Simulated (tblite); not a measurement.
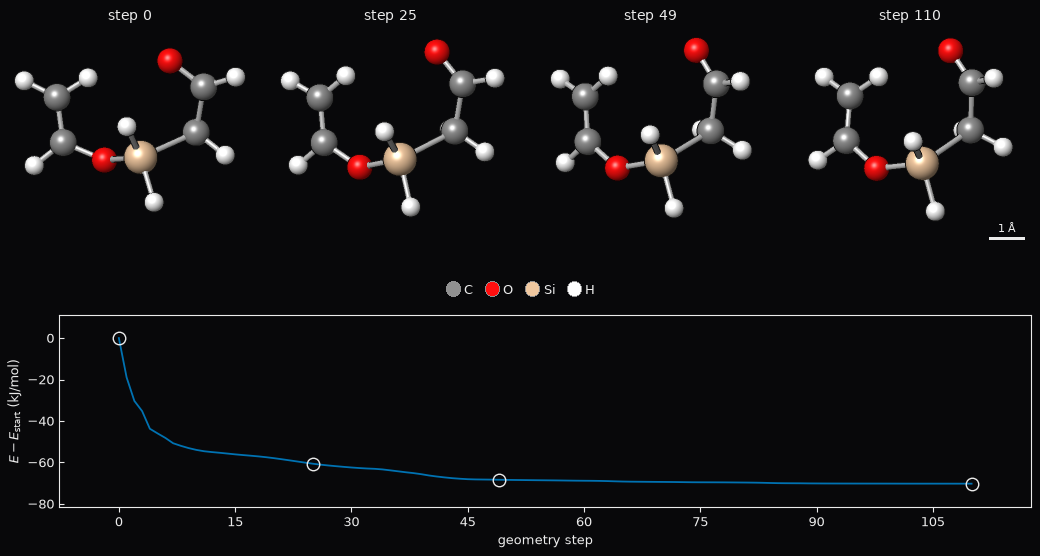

Frames of a relaxation of C4H8O2Si, marked on the history of the run. Style: ball-and-stick. Shown at a tilt.

Computed with GFN2-xTB geometry optimisation, gas phase (tblite 0.8.0). 

### Describe the path.

After 110 geometry steps the energy has fallen by 70.3 kJ/mol. The atom that moves furthest after the best rigid fit is an H atom (0.69 Å). Largest moves by element: H 0.69 Å, O 0.68 Å, C 0.41 Å, Si 0.25 Å. Among the contacts that change: O–Si 1.694 → 1.615 Å, C–O 1.246 → 1.205 Å, C–Si 1.895 → 1.935 Å, C–H 1.124 → 1.086 Å. Bond angles that change, for instance: O–Si–H 115.1° → 99.3°, C–C–O 114.7° → 125.8°, C–C–H 123.0° → 113.9°. Groups turn about O–Si by about 65°, C–O by about 50°, C–C by about 45°. The run took 0.47 s on 1 thread of AMD EPYC 9R45 96-Core Processor, with other jobs on the host. From step 0 to 25: O atoms move most (0.41 Å), energy −60.6 kJ/mol. From step 25 to 49: an H atom moves most (0.49 Å), energy −7.75 kJ/mol. From step 49 to 110: an H atom moves most (0.43 Å), energy −1.89 kJ/mol.

| step | E − E(0), kJ/mol |
| --- | --- |
| 0 | 0.00 |
| 1 | -18.99 |
| 2 | -30.33 |
| 3 | -35.25 |
| 4 | -43.77 |
| 5 | -46.02 |
| 6 | -48.18 |
| 7 | -50.75 |
| 8 | -52.01 |
| 9 | -53.09 |
| 10 | -53.97 |
| 15 | -56.12 |
| 21 | -58.46 |
| 26 | -61.08 |
| 31 | -62.72 |
| 36 | -64.28 |
| 42 | -67.23 |
| 47 | -68.26 |
| 52 | -68.51 |
| 57 | -68.72 |
| 63 | -69.01 |
| 68 | -69.36 |
| 73 | -69.53 |
| 78 | -69.63 |
| 84 | -69.93 |
| 89 | -70.13 |
| 94 | -70.20 |
| 99 | -70.22 |
| 105 | -70.25 |
| 110 | -70.26 |
